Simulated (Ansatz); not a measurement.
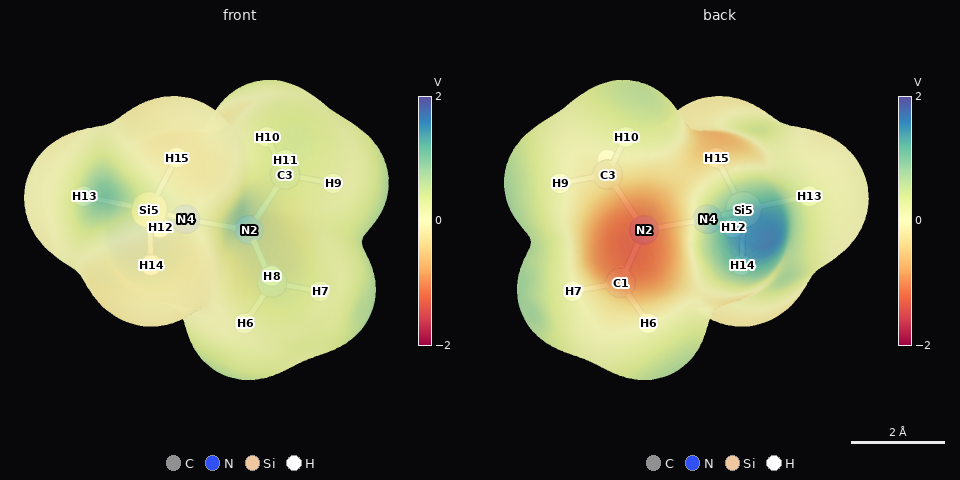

Figure 1: C$_{2}$H$_{10}$N$_{2}$Si (SMILES CN(C)N[SiH3]). The molecular electrostatic potential painted on the density surface at 0.002 e/bohr³, seen from the front and from behind; the colour scale runs from red (negative) to blue (positive).

Geometry: PBE0-D4/def2-TZVP.

Method: RKS PBE0-D4/def2-TZVPP in Ansatz 0.2.0.

```xyz
15

C    -0.7210   -1.2867    0.6390
N     0.1674   -0.8507   -0.4147
C     1.5369   -0.7359    0.0374
N    -0.2721    0.3378   -1.0258
Si   -0.6613    1.8370   -0.2633
H    -1.7304   -1.3986    0.2415
H    -0.3844   -2.2555    1.0145
H    -0.7597   -0.5881    1.4938
H     1.8712   -1.7061    0.4119
H     2.1698   -0.4477   -0.8018
H     1.6681    0.0053    0.8438
H    -0.5562    0.1791   -1.9782
H    -0.9808    2.7517   -1.3886
H    -1.8296    1.7896    0.6635
H     0.4820    2.3690    0.5269
```

Q: Which sites attract a positive test charge, and which a negative one?

A: A positive charge is drawn to the negative regions and a negative charge to the positive ones. The most negative region (about −1.3 V) lies over N2, the most positive (about +1.6 V) over H12. N2 is the likeliest acceptor of a hydrogen bond.
